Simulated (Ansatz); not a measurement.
# doublet CH4BFOSi+: levels of theory compared

Wanted: a comparison of 4 runs (UHF/STO-3G, UHF/3-21G, RPA@PBE/def2-SVP, UBCCD(T)/def2-SVP) of doublet CH4BFOSi+. 

Program for the calculation: Ansatz 0.2.0.

152 further runs of the same task are left out: 152 set aside as unsound or not needed.

## 1. Starting point

CH4BFOSi+ has 9 atoms, charge +1, and is taken as a doublet. SMILES of the parent species: `O=CB[SiH2]F`. The shape is that of a PBE0-D4/def2-TZVP optimisation. This is one conformer, not always the lowest. That shape belongs to the parent species and isn't relaxed for this state.

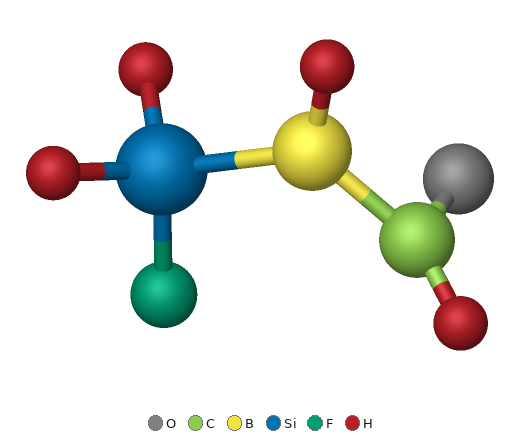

The structure, seen from a chosen angle (oxygen grey, carbon green, boron yellow, silicon blue, fluorine teal, hydrogen red).

## 2. The energy at UHF/STO-3G (run 1)

Contents of input.yaml:

```yaml
crystal:
  periodic: [false, false, false]
  atoms:
    - {symbol: O, position_ang: [-0.789500, 0.780400, 1.703800]}
    - {symbol: C, position_ang: [-0.128300, 1.442100, 0.910400]}
    - {symbol: B, position_ang: [0.628100, 0.188700, 0.495800]}
    - {symbol: Si, position_ang: [-0.077200, -1.007600, -0.945000]}
    - {symbol: F, position_ang: [-1.360800, -0.349200, -1.659700]}
    - {symbol: H, position_ang: [-0.262400, 2.525000, 0.778500]}
    - {symbol: H, position_ang: [1.608700, -0.084900, 1.121700]}
    - {symbol: H, position_ang: [0.964000, -1.202600, -1.991900]}
    - {symbol: H, position_ang: [-0.494200, -2.338100, -0.430900]}
basis:
  gaussian: {orbitals: STO-3G}
hamiltonian: {xc: hf}
magnetization: {spin_polarized: true, initial_magnetization: 1}
total_charge: 1
accuracy: high
output: {orbitals: {seedname: orbitals}}
```

The run is started by

```bash
$ ansatz run input.yaml --threads 1 --pin off --max-ram 3480MiB --events-out events.jsonl --progress --plain --runs-dir runs
```

The log of the run:

```text
Warning: RAYON_NUM_THREADS=1 ignored (pool sized by the plan → 1); use --threads N
Functional definition: HF
  name "HF"
  exchange = exact_x
  correlation = 0
681 factors; integrals over basis functions are off by at most 4.3e-8 eV
mean field evaluation 1: about -14176.4257 eV, gradient 3.0e1 eV
mean field evaluation 2: about -14176.5265 eV, gradient 3.0e1 eV
mean field evaluation 4: about -14183.6208 eV, gradient 3.7e0 eV
mean field evaluation 8: about -14184.6822 eV, gradient 1.2e0 eV
mean field evaluation 16: about -14184.8717 eV, gradient 8.3e-7 eV
mean field evaluation 32: about -14183.9960 eV, gradient 1.2e0 eV
mean field evaluation 64: about -14183.9760 eV, gradient 5.5e-1 eV
mean field evaluation 96: about -14181.2070 eV, gradient 6.5e0 eV
mean field -14184.87166797 eV, -521.2844189467 hartree, gradient 2.4e-8 eV, S^2 0.792690; 1 other end points of the search recorded, 0 dependent functions left out
reference -14184.87166797 eV, -521.2844189467 hartree; 23, 22 occupied and 10, 11 virtual orbitals, 681 factors
Total energy: -14184.87166797 eV, -521.2844189467 hartree
```

Wall time 1.9 s (1 thread of Arm Neoverse V2, shared host); peak memory 0.094 GiB.

## 3. The energy at UHF/3-21G (run 2)

Contents of molecule.yaml:

```yaml
crystal:
  periodic: [false, false, false]
  atoms:
    - {symbol: O, position_ang: [-0.789500, 0.780400, 1.703800]}
    - {symbol: C, position_ang: [-0.128300, 1.442100, 0.910400]}
    - {symbol: B, position_ang: [0.628100, 0.188700, 0.495800]}
    - {symbol: Si, position_ang: [-0.077200, -1.007600, -0.945000]}
    - {symbol: F, position_ang: [-1.360800, -0.349200, -1.659700]}
    - {symbol: H, position_ang: [-0.262400, 2.525000, 0.778500]}
    - {symbol: H, position_ang: [1.608700, -0.084900, 1.121700]}
    - {symbol: H, position_ang: [0.964000, -1.202600, -1.991900]}
    - {symbol: H, position_ang: [-0.494200, -2.338100, -0.430900]}
basis:
  gaussian: {orbitals: 3-21G.json}
total_charge: 1
magnetization: {spin_polarized: true, initial_magnetization: 1}
hamiltonian: {xc: hf}
accuracy: high
output: {orbitals: {seedname: orbitals}}
```

The basis set 3-21G is read from a file made from the Basis Set Exchange's data (not shown).

The run is started by

```bash
$ ansatz run molecule.yaml --threads 1 --pin off --max-ram 3480MiB --events-out events.jsonl --progress --plain --runs-dir runs
```

The log of the run:

```text
Warning: RAYON_NUM_THREADS=1 ignored (pool sized by the plan → 1); use --threads N
[... 4 set-up lines as earlier in the session ...]
1326 factors; integrals over basis functions are off by at most 1.2e-8 eV
mean field evaluation 1: about -14276.4444 eV, gradient 3.8e1 eV
mean field evaluation 2: about -14276.4423 eV, gradient 3.8e1 eV
mean field evaluation 4: about -14282.3963 eV, gradient 4.7e0 eV
mean field evaluation 8: about -14283.2378 eV, gradient 1.3e0 eV
mean field evaluation 16: about -14283.4885 eV, gradient 6.4e-3 eV
mean field evaluation 32: about -14282.3884 eV, gradient 1.9e0 eV
mean field evaluation 64: about -14283.4653 eV, gradient 4.9e-1 eV
mean field -14283.48848512 eV, -524.9085201320 hartree, gradient 5.8e-8 eV, S^2 0.779755; 0 other end points of the search recorded, 0 dependent functions left out
reference -14283.48848512 eV, -524.9085201320 hartree; 23, 22 occupied and 34, 35 virtual orbitals, 1326 factors
Total energy: -14283.48848512 eV, -524.9085201320 hartree
```

Wall time 2.2 s (1 thread of Arm Neoverse V2, shared host); peak memory 0.16 GiB.

Run 3 isn't shown in full; the table further down has it.

## 4. A single-point energy at UBCCD(T)/def2-SVP (run 4)

Contents of in.yaml:

```yaml
crystal:
  periodic: [false, false, false]
  atoms:
    - {symbol: O, position_ang: [-0.789500, 0.780400, 1.703800]}
    - {symbol: C, position_ang: [-0.128300, 1.442100, 0.910400]}
    - {symbol: B, position_ang: [0.628100, 0.188700, 0.495800]}
    - {symbol: Si, position_ang: [-0.077200, -1.007600, -0.945000]}
    - {symbol: F, position_ang: [-1.360800, -0.349200, -1.659700]}
    - {symbol: H, position_ang: [-0.262400, 2.525000, 0.778500]}
    - {symbol: H, position_ang: [1.608700, -0.084900, 1.121700]}
    - {symbol: H, position_ang: [0.964000, -1.202600, -1.991900]}
    - {symbol: H, position_ang: [-0.494200, -2.338100, -0.430900]}
basis:
  gaussian:
    orbitals: def2-SVP
total_charge: 1
magnetization:
  spin_polarized: true
  initial_magnetization: 1
correlation:
  method: bccd_t
  frozen_orbitals: {B: 1, C: 1, F: 1, H: 0, O: 1, Si: 5}
accuracy: high
scf:
  omitted_lower_state_checks: [cluster_reference, increment]
```

The run is started by

```bash
$ ansatz run in.yaml --threads 1 --pin off --max-ram 3480MiB --events-out events.jsonl --progress --plain --runs-dir runs
```

The log of the run:

```text
Warning: RAYON_NUM_THREADS=1 ignored (pool sized by the plan → 1); use --threads N
[... 13 lines left out ...]
9 core orbitals not correlated: weight in the atoms' cores, before any rotation towards them, 1.000 or more for the frozen orbitals, at most 0.000 for the correlated occupied ones
[... 53 lines left out ...]
Total energy: -14372.70779388 eV, -528.1872692537 hartree
Checks for a lower state left out: cluster_reference, increment
```

Wall time 3.9 min (1 thread of Arm Neoverse V2, shared host); peak memory 1.7 GiB.

## 5. The series

```
run              level  frozen core orbitals  energy (Eh)   ⟨S²⟩  wall time
  1         UHF/STO-3G                     –  -521.284419  0.793      1.9 s
  2          UHF/3-21G                     –  -524.908520  0.780      2.2 s
  3   RPA@PBE/def2-SVP                     9  -528.493177  0.756       41 s
  4  UBCCD(T)/def2-SVP                     9  -528.187269  0.783    3.9 min
```

## 6. What came out

| quantity | value |
| --- | --- |
| run 4: total energy | -528.18727 Eh |
| run 4: correlation energy (9 core orbitals frozen) | -700.7 mEh |
| run 4: (T) correction | -24.13 mEh |
| run 4: ⟨S²⟩ of the reference determinant | 0.783 |

In run 1 the basis is minimal, so the values are rough. All runs together took 4.6 min, the longest 3.9 min.
